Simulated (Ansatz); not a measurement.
## Run report: BSiN2H6F, geometry relaxation

BSiN2H6F, computed with RKS PBE0/def2-SVP (Ansatz 0.2.0).

It belongs to a series of runs on one base structure; here: end point B relaxed.

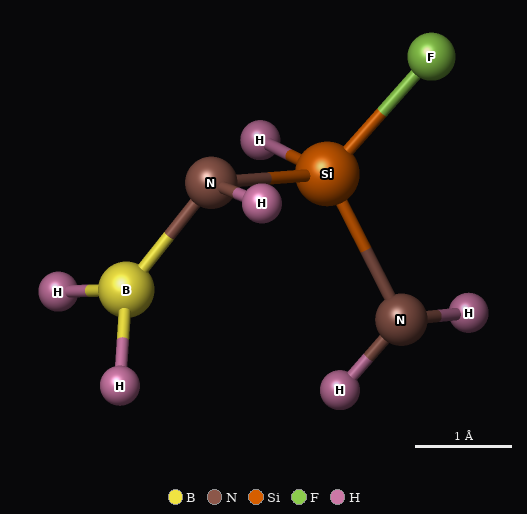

**Figure 1.** The input geometry (ball-and-stick view, seen at a tilt). Bond lengths as drawn: B–H 1.17 to 1.25 Å, B–N 1.46 Å, F–Si 1.66 Å, H–N 1.00 to 1.09 Å, H–Si 1.52 Å and N–Si 1.72 to 1.78 Å.

Results in brief

| quantity | value |
| --- | --- |
| outcome | converged |
| total energy | −14334.7372 eV |
| mean-field energy | −14334.7372 eV |
| largest force (length of the vector) at the end | 0.013 eV/Å |
| hardware | 2 threads of AMD EPYC (Zen 3), 16 GiB of memory available, shared host |
| wall time | 47 s (CPU time 91 s) |
| peak memory | 0.23 GiB |

Input file
```yaml
crystal:
  periodic: [false, false, false]
  atoms:
    - { symbol: B, position_ang: [-0.6036, 0.8723, -1.4498] }
    - { symbol: "N", position_ang: [0.7029, 0.4807, -0.9277] }
    - { symbol: Si, position_ang: [0.4539, -0.0675, 0.751] }
    - { symbol: "N", position_ang: [-0.38775, 1.12244, 1.67022] }
    - { symbol: F, position_ang: [1.90453, -0.49522, 1.44645] }
    - { symbol: H, position_ang: [-0.8365, 2.0562, -1.7821] }
    - { symbol: H, position_ang: [-1.4847, 0.123, -1.6147] }
    - { symbol: H, position_ang: [1.3495, 1.352, -0.8961] }
    - { symbol: H, position_ang: [-0.4083, -1.32235, 0.74437] }
    - { symbol: H, position_ang: [-0.55633, 0.75488, 2.66932] }
    - { symbol: H, position_ang: [-1.28096, 1.35594, 1.28383] }
basis:
  gaussian: { orbitals: def2-SVP }
hamiltonian:
  xc: pbe0
relax:
  f_tol: 0.015
  max_steps: 40
```

Command:
```bash
ansatz run input.yaml --threads 2 --pin off --max-ram 3072MiB --backend cpu --events-out ev --progress --plain --runs-dir out
```

Output
```
The last accepted step is kept in [file] (removed where the run ends without a failure and the disk answers)
Engine: ansatz 0.2.0, x86_64-unknown-linux-gnu
Functional definition: PBE0
  parameter a = 0.25
  parameter kappa = 0.804
  parameter beta = 0.06672455060314922
  exchange = (1 - a)*pbe_x(kappa = kappa, mu = beta*pi^2/3) + a*exact_x
  correlation = pbe_c(beta = beta)
1119 factors; integrals over basis functions are off by at most 3.3e-4 eV
mean field evaluation 1: about -14325.2619 eV, gradient 6.6e1 eV
mean field evaluation 2: about -14316.9941 eV, gradient 8.9e1 eV
mean field evaluation 4: about -14333.5824 eV, gradient 4.3e0 eV
mean field evaluation 8: about -14333.6475 eV, gradient 5.1e-2 eV
mean field -14333.64754317 eV, -526.7518315164 hartree, gradient 3.8e-5 eV, S^2 0.000000; 0 other end points of the search recorded, 0 dependent functions left out
the calculation of the forces begins
reference -14333.64757019 eV, -526.7518325094 hartree; 24, 24 occupied and 80, 80 virtual orbitals, 1119 factors
relax step   1: F+E_penalty+E_count = -14333.64754317 eV  Δ(F+E_penalty+E_count) = +0.000e0 eV  max|allowed force component| = 2.609e0 eV/Å  Δτ_max = 0.0000 Å  (25 SCF iters, accepted)
these checks for a lower state are left out or cut short: starts, cluster_reference, orbital_swaps, neighbouring_geometries, increment
1119 factors; integrals over basis functions are off by at most 3.0e-4 eV
mean field evaluation 16: about -14333.7275 eV, gradient 1.1e1 eV
mean field -14334.20498861 eV, -526.7723172585 hartree, gradient 9.8e-6 eV, S^2 0.000000; 0 other end points of the search recorded, 0 dependent functions left out
[... from here on the field's lines of each further geometry are left out, up to the last ...]
relax step   2: F+E_penalty+E_count = -14334.20498861 eV  Δ(F+E_penalty+E_count) = -5.574e-1 eV  max|allowed force component| = 1.222e0 eV/Å  Δτ_max = 0.1982 Å  (28 SCF iters, accepted)
relax step   3: F+E_penalty+E_count = -14334.38225288 eV  Δ(F+E_penalty+E_count) = -1.773e-1 eV  max|allowed force component| = 1.268e0 eV/Å  Δτ_max = 0.1949 Å  (29 SCF iters, accepted)
relax step   4: F+E_penalty+E_count = -14334.55321910 eV  Δ(F+E_penalty+E_count) = -1.710e-1 eV  max|allowed force component| = 4.107e-1 eV/Å  Δτ_max = 0.2000 Å  (30 SCF iters, accepted)
relax step   5: F+E_penalty+E_count = -14334.62950462 eV  Δ(F+E_penalty+E_count) = -7.629e-2 eV  max|allowed force component| = 2.759e-1 eV/Å  Δτ_max = 0.1999 Å  (28 SCF iters, accepted)
relax step   6: F+E_penalty+E_count = -14334.66537113 eV  Δ(F+E_penalty+E_count) = -3.587e-2 eV  max|allowed force component| = 1.349e-1 eV/Å  Δτ_max = 0.1996 Å  (28 SCF iters, accepted)
relax step   7: F+E_penalty+E_count = -14334.68001288 eV  Δ(F+E_penalty+E_count) = -1.464e-2 eV  max|allowed force component| = 1.716e-1 eV/Å  Δτ_max = 0.1206 Å  (29 SCF iters, accepted)
relax step   8: F+E_penalty+E_count = -14334.69033266 eV  Δ(F+E_penalty+E_count) = -1.032e-2 eV  max|allowed force component| = 1.906e-1 eV/Å  Δτ_max = 0.2000 Å  (27 SCF iters, accepted)
relax step   9: F+E_penalty+E_count = -14334.69911661 eV  Δ(F+E_penalty+E_count) = -8.784e-3 eV  max|allowed force component| = 2.051e-1 eV/Å  Δτ_max = 0.0631 Å  (29 SCF iters, accepted)
relax step  10: F+E_penalty+E_count = -14334.70131731 eV  Δ(F+E_penalty+E_count) = -2.201e-3 eV  max|allowed force component| = 1.703e-1 eV/Å  Δτ_max = 0.0455 Å  (29 SCF iters, accepted)
relax step  11: F+E_penalty+E_count = -14334.71019912 eV  Δ(F+E_penalty+E_count) = -8.882e-3 eV  max|allowed force component| = 8.139e-2 eV/Å  Δτ_max = 0.1753 Å  (27 SCF iters, accepted)
relax step  12: F+E_penalty+E_count = -14334.70998006 eV  Δ(F+E_penalty+E_count) = +2.191e-4 eV  max|allowed force component| = 3.383e-1 eV/Å  Δτ_max = 0.1738 Å  (27 SCF iters, rejected (line search))
relax step  13: F+E_penalty+E_count = -14334.71712740 eV  Δ(F+E_penalty+E_count) = -6.928e-3 eV  max|allowed force component| = 5.833e-2 eV/Å  Δτ_max = 0.0867 Å  (29 SCF iters, accepted)
relax step  14: F+E_penalty+E_count = -14334.72255876 eV  Δ(F+E_penalty+E_count) = -5.431e-3 eV  max|allowed force component| = 1.889e-1 eV/Å  Δτ_max = 0.0951 Å  (30 SCF iters, accepted)
relax step  15: F+E_penalty+E_count = -14334.72356427 eV  Δ(F+E_penalty+E_count) = -1.006e-3 eV  max|allowed force component| = 2.871e-1 eV/Å  Δτ_max = 0.0969 Å  (30 SCF iters, accepted)
relax step  16: F+E_penalty+E_count = -14334.72325424 eV  Δ(F+E_penalty+E_count) = +3.100e-4 eV  max|allowed force component| = 2.987e-1 eV/Å  Δτ_max = 0.0404 Å  (30 SCF iters, rejected (line search))
relax step  17: F+E_penalty+E_count = -14334.73051255 eV  Δ(F+E_penalty+E_count) = -6.948e-3 eV  max|allowed force component| = 8.011e-2 eV/Å  Δτ_max = 0.0197 Å  (31 SCF iters, accepted)
relax step  18: F+E_penalty+E_count = -14334.73526966 eV  Δ(F+E_penalty+E_count) = -4.757e-3 eV  max|allowed force component| = 5.113e-2 eV/Å  Δτ_max = 0.1000 Å  (29 SCF iters, accepted)
relax step  19: F+E_penalty+E_count = -14334.73637695 eV  Δ(F+E_penalty+E_count) = -1.107e-3 eV  max|allowed force component| = 4.358e-2 eV/Å  Δτ_max = 0.0377 Å  (28 SCF iters, accepted)
relax step  20: F+E_penalty+E_count = -14334.73702234 eV  Δ(F+E_penalty+E_count) = -6.454e-4 eV  max|allowed force component| = 3.802e-2 eV/Å  Δτ_max = 0.0298 Å  (28 SCF iters, accepted)
relax step  21: F+E_penalty+E_count = -14334.73714669 eV  Δ(F+E_penalty+E_count) = -1.243e-4 eV  max|allowed force component| = 1.474e-2 eV/Å  Δτ_max = 0.0108 Å  (23 SCF iters, accepted)
the calculation of the forces begins
reference -14334.73719937 eV, -526.7918756431 hartree; 24, 24 occupied and 80, 80 virtual orbitals, 1119 factors
relax step  22: F+E_penalty+E_count = -14334.73717133 eV  Δ(F+E_penalty+E_count) = -2.465e-5 eV  max|allowed force component| = 1.083e-2 eV/Å  Δτ_max = 0.0185 Å  (23 SCF iters, accepted)
```

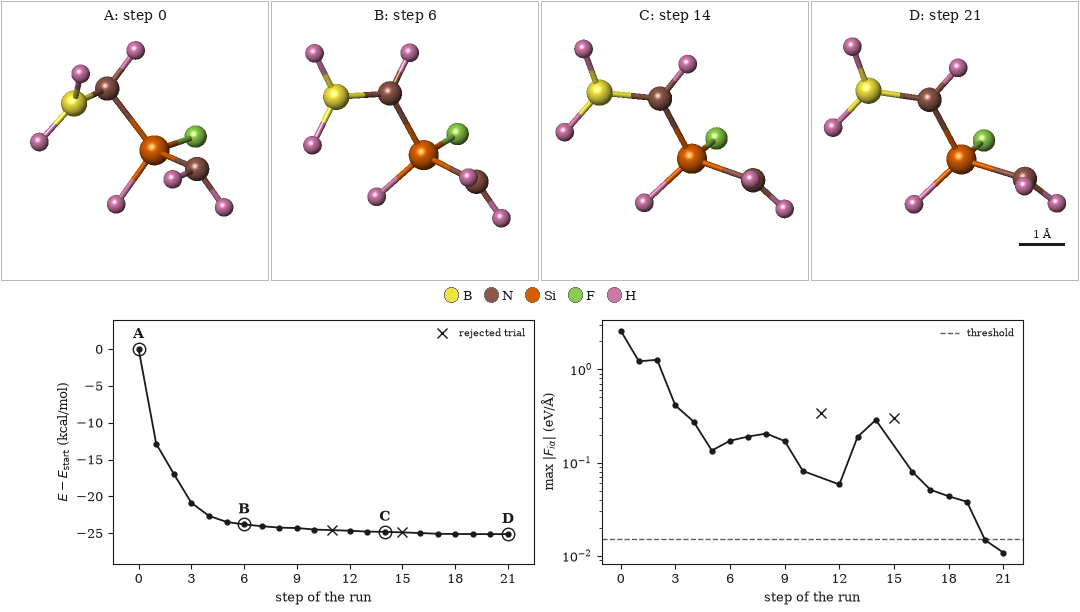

**Figure 2.** Frames of the relaxation (ball-and-stick view, seen at a tilt) above the curves, on which the letters mark them (the first geometry is step 0 here and step 1 in the log).

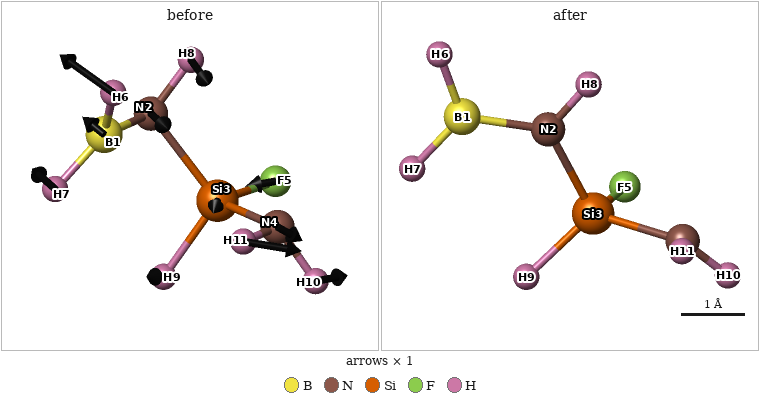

**Figure 3.** Before (left) and after (right) the relaxation, at one scale (ball-and-stick view, seen at a tilt). The black arrows give the displacements, at true length. The largest move after the best rigid fit is that of H6, 1.25 Å. By element the largest moves are H 1.25 Å, N 0.83 Å, F 0.51 Å, B 0.50 Å, Si 0.34 Å. Among the contacts that change: N2–H8 1.085 → 1.017 Å, N4–H10 1.078 → 1.013 Å, B1–N2 1.460 → 1.405 Å, N2–Si3 1.783 → 1.741 Å. Among the angles that change: B1–N2–Si3 107.1° → 126.7°, N4–Si3–H9 107.1° → 119.7°, Si3–N4–H10 109.6° → 120.6°. The energy falls by 25.1 kcal/mol in 21 geometry steps. Largest force component: 2.6 eV/Å at the start, 0.011 eV/Å at the end. The line search rejected the trial steps at points 11, 15 (counted from 0) and went back. (Atoms are counted from 1 in the order of the input.)

```
1119 factors; integrals over basis functions are off by at most 3.3e-4 eV
mean field -14334.73717133 eV, -526.7918746126 hartree, gradient 1.8e-5 eV, S^2 0.000000; 1 other end points of the search recorded, 0 dependent functions left out
the calculation of the forces begins
reference -14334.73719937 eV, -526.7918756431 hartree; 24, 24 occupied and 80, 80 virtual orbitals, 1119 factors
Total energy: -14334.73719937 eV, -526.7918756431 hartree
Atom 0 at    -0.407817     0.722537    -1.879487 Å, force     0.002076    -0.002105    -0.006747 eV/Å
Atom 1 at     0.144337     1.006705    -0.619689 Å, force     0.003649    -0.002393     0.006482 eV/Å
Atom 2 at     0.110534    -0.018901     0.786888 Å, force     0.005254    -0.001842    -0.000772 eV/Å
Atom 3 at    -0.182019     0.977946     2.146007 Å, force     0.001514    -0.005340    -0.005211 eV/Å
Atom 4 at     1.558966    -0.695539     1.075009 Å, force     0.002033    -0.003336     0.002393 eV/Å
Atom 5 at    -0.294426     1.523518    -2.779106 Å, force     0.001332     0.000049    -0.001219 eV/Å
Atom 6 at    -0.997418    -0.321223    -2.044142 Å, force    -0.007118    -0.000736    -0.000149 eV/Å
Atom 7 at     0.638939     1.889352    -0.513756 Å, force    -0.003608     0.010831     0.001481 eV/Å
Atom 8 at    -0.807343    -1.143161     0.490090 Å, force    -0.001871    -0.002195     0.000202 eV/Å
Atom 9 at     0.039934     0.654119     3.080264 Å, force     0.003785    -0.003081     0.005526 eV/Å
Atom 10 at    -0.950996     1.637036     2.152712 Å, force    -0.007045     0.010147    -0.001987 eV/Å
Dipole moment:    -0.251709     0.353500     0.429643 e Å
```

Trajectory as extended XYZ (Å, eV, eV/Å), 10 of the 22 frames kept, from step=1 to step=22
```
11
Properties=species:S:1:pos:R:3:forces:R:3 step=1 energy=-14333.64754
B    -0.6036    0.8723   -1.4498    1.6841   1.3597  -0.4350
N     0.7029    0.4807   -0.9277   -0.3156   2.4423   1.0663
Si    0.4539   -0.0675    0.7510    0.2699  -1.6581  -0.4180
N    -0.3877    1.1224    1.6702    0.9466  -0.9155   2.6093
F     1.9045   -0.4952    1.4465   -1.2945   0.7616  -0.5422
H    -0.8365    2.0562   -1.7821    0.3929  -0.7532   0.0550
H    -1.4847    0.1230   -1.6147   -0.6938  -0.9465   0.2995
H     1.3495    1.3520   -0.8961   -1.2266  -1.8297  -0.1538
H    -0.4083   -1.3223    0.7444    0.6523   0.2645  -0.2438
H    -0.5563    0.7549    2.6693    0.3023   0.9458  -1.9217
H    -1.2810    1.3559    1.2838   -0.7177   0.3290  -0.3156
11
Properties=species:S:1:pos:R:3:forces:R:3 step=3 energy=-14334.38225
B    -0.6025    0.9293   -1.5059    0.5730  -0.3363  -0.4342
N     0.6085    0.6229   -0.8149   -1.2683   0.3291   0.3034
Si    0.3623   -0.1490    0.7511    0.5484   0.3390  -0.2129
N    -0.3442    1.0668    1.7633   -0.3214  -0.3523  -0.3436
F     1.8272   -0.4678    1.3937   -0.3270  -0.0026  -0.0661
H    -0.7155    1.9784   -2.1478    0.0277  -0.5164   0.2521
H    -1.4920    0.0758   -1.4898    0.1584   0.4440   0.1407
H     1.2707    1.3933   -0.7841    0.2303  -0.0109  -0.0526
H    -0.3405   -1.4482    0.6034    0.0340   0.0653  -0.0746
H    -0.4955    0.7843    2.7231    0.0042   0.0584   0.3517
H    -1.2259    1.4467    1.4027    0.3406  -0.0173   0.1361
11
Properties=species:S:1:pos:R:3:forces:R:3 step=6 energy=-14334.66537
B    -0.5821    0.8876   -1.6333    0.0227  -0.0062  -0.0456
N     0.4543    0.8533   -0.6894   -0.0928   0.0251  -0.0908
Si    0.3399   -0.0880    0.7772   -0.1104   0.1349   0.0557
N    -0.3637    0.9319    1.9574   -0.1022  -0.0297   0.0384
F     1.8250   -0.4736    1.3010    0.0548  -0.0309  -0.0429
H    -0.5302    1.6268   -2.5927    0.0110  -0.0207   0.0717
H    -1.5452    0.1710   -1.4507    0.0330  -0.0172  -0.0625
H     1.2277    1.5041   -0.8013    0.0328  -0.0782   0.0151
H    -0.3467   -1.3691    0.4795    0.0585   0.0146  -0.0020
H    -0.5416    0.6140    2.9041    0.0206   0.0101  -0.0110
H    -1.0846    1.5744    1.6430    0.0720  -0.0017   0.0738
11
Properties=species:S:1:pos:R:3:forces:R:3 step=8 energy=-14334.69033
B    -0.5733    0.8313   -1.7135    0.1906   0.1029  -0.0811
N     0.3691    0.8785   -0.6749   -0.0270   0.0902   0.0992
Si    0.2902   -0.0582    0.7900   -0.0007  -0.1256  -0.0446
N    -0.3499    0.9172    2.0343    0.0399  -0.1230   0.0563
F     1.8039   -0.4708    1.2123    0.0128  -0.0208   0.0134
H    -0.4651    1.6050   -2.6363   -0.0496  -0.0093  -0.0541
H    -1.4759    0.0253   -1.6742    0.0122  -0.0052   0.0550
H     1.1207    1.5645   -0.7224   -0.1035  -0.0046  -0.1094
H    -0.4086   -1.3286    0.4914   -0.0260  -0.0291   0.0662
H    -0.5244    0.5554    2.9631    0.0246   0.0023   0.0701
H    -0.9339    1.7129    1.8250   -0.0734   0.1222  -0.0712
11
Properties=species:S:1:pos:R:3:forces:R:3 step=10 energy=-14334.70132
B    -0.5544    0.8286   -1.7502    0.1703  -0.1248   0.0146
N     0.3208    0.9254   -0.6536   -0.1349  -0.0244  -0.0556
Si    0.2586   -0.0561    0.7901    0.0637   0.0342   0.0051
N    -0.3441    0.9010    2.0684   -0.0718   0.0610   0.0013
F     1.7795   -0.4944    1.1687   -0.0514  -0.0060  -0.0087
H    -0.4213    1.5641   -2.7038   -0.0300   0.0176   0.0679
H    -1.4183   -0.0231   -1.7342   -0.0017   0.0702   0.0162
H     1.0581    1.6250   -0.6954   -0.0257   0.0280  -0.0039
H    -0.4606   -1.3194    0.5065   -0.0079   0.0188  -0.0180
H    -0.4677    0.5498    3.0110    0.0151   0.0293  -0.0310
H    -0.8981    1.7314    1.8874    0.0743  -0.1040   0.0122
11
Properties=species:S:1:pos:R:3:forces:R:3 step=13 energy=-14334.71713
B    -0.5034    0.7786   -1.7915   -0.0110   0.0160  -0.0128
N     0.2593    0.9551   -0.6266    0.0162   0.0019  -0.0295
Si    0.2121   -0.0599    0.7895    0.0583  -0.0235  -0.0113
N    -0.3005    0.9121    2.0928    0.0280   0.0339  -0.0037
F     1.7074   -0.5976    1.1365   -0.0271   0.0054   0.0197
H    -0.4114    1.5735   -2.7002    0.0144  -0.0215   0.0105
H    -1.2596   -0.1642   -1.8599    0.0023   0.0025  -0.0149
H     0.8946    1.7492   -0.5979   -0.0265   0.0230   0.0021
H    -0.5736   -1.2697    0.4671   -0.0380  -0.0254   0.0067
H    -0.3152    0.6151    3.0601    0.0057  -0.0069  -0.0050
H    -0.8570    1.7402    1.9248   -0.0223  -0.0055   0.0383
11
Properties=species:S:1:pos:R:3:forces:R:3 step=15 energy=-14334.72356
B    -0.4548    0.7480   -1.8406   -0.0534  -0.0203   0.2008
N     0.2046    0.9848   -0.6171    0.0592   0.0794  -0.1378
Si    0.1674   -0.0462    0.7921    0.1135  -0.0135   0.0120
N    -0.2273    0.9437    2.1303   -0.2245   0.2545   0.0045
F     1.6424   -0.6638    1.1003   -0.1209   0.0422  -0.0010
H    -0.3649    1.5602   -2.7315    0.0399  -0.0116  -0.0405
H    -1.1357   -0.2515   -1.9721    0.1090   0.1057   0.0310
H     0.7744    1.8336   -0.5551   -0.1954  -0.2433   0.0294
H    -0.6938   -1.2145    0.4812    0.0315   0.0643  -0.0040
H    -0.1464    0.6471    3.0997   -0.0157   0.0295  -0.2141
H    -0.9131    1.6909    2.0076    0.2568  -0.2871   0.1198
11
Properties=species:S:1:pos:R:3:forces:R:3 step=17 energy=-14334.73051
B    -0.4561    0.7489   -1.8385    0.0026  -0.0265   0.0556
N     0.2006    0.9843   -0.6172   -0.0155   0.0158  -0.0578
Si    0.1659   -0.0437    0.7908    0.0769  -0.0266   0.0020
N    -0.2250    0.9465    2.1276   -0.0313   0.0772  -0.0258
F     1.6383   -0.6643    1.0980   -0.0801   0.0296   0.0087
H    -0.3520    1.5515   -2.7381    0.0010  -0.0089   0.0007
H    -1.1297   -0.2517   -1.9674    0.0455   0.0523   0.0078
H     0.7567    1.8354   -0.5466   -0.0479  -0.0645   0.0151
H    -0.6971   -1.2067    0.4784    0.0038   0.0131  -0.0020
H    -0.1396    0.6454    3.0917    0.0080  -0.0154  -0.0581
H    -0.9094    1.6868    2.0162    0.0370  -0.0461   0.0539
11
Properties=species:S:1:pos:R:3:forces:R:3 step=20 energy=-14334.73702
B    -0.4149    0.7259   -1.8750    0.0102  -0.0064   0.0021
N     0.1539    1.0036   -0.6204   -0.0009   0.0068  -0.0243
Si    0.1181   -0.0208    0.7865    0.0012  -0.0028   0.0208
N    -0.1875    0.9768    2.1427   -0.0202   0.0003   0.0281
F     1.5683   -0.6907    1.0842   -0.0118   0.0059  -0.0044
H    -0.3001    1.5249   -2.7768   -0.0026  -0.0025   0.0085
H    -1.0200   -0.3108   -2.0338    0.0069   0.0148   0.0047
H     0.6573    1.8822   -0.5184   -0.0105  -0.0061  -0.0040
H    -0.7921   -1.1504    0.4850    0.0007   0.0041   0.0042
H     0.0236    0.6510    3.0799   -0.0111   0.0194  -0.0351
H    -0.9541    1.6407    2.1408    0.0380  -0.0335  -0.0006
11
Properties=species:S:1:pos:R:3:forces:R:3 step=22 energy=-14334.73717
B    -0.4078    0.7225   -1.8795    0.0021  -0.0021  -0.0067
N     0.1443    1.0067   -0.6197    0.0036  -0.0024   0.0065
Si    0.1105   -0.0189    0.7869    0.0053  -0.0018  -0.0008
N    -0.1820    0.9779    2.1460    0.0015  -0.0053  -0.0052
F     1.5590   -0.6955    1.0750    0.0020  -0.0033   0.0024
H    -0.2944    1.5235   -2.7791    0.0013   0.0000  -0.0012
H    -0.9974   -0.3212   -2.0441   -0.0071  -0.0007  -0.0001
H     0.6389    1.8894   -0.5138   -0.0036   0.0108   0.0015
H    -0.8073   -1.1432    0.4901   -0.0019  -0.0022   0.0002
H     0.0399    0.6541    3.0803    0.0038  -0.0031   0.0055
H    -0.9510    1.6370    2.1527   -0.0070   0.0101  -0.0020
```
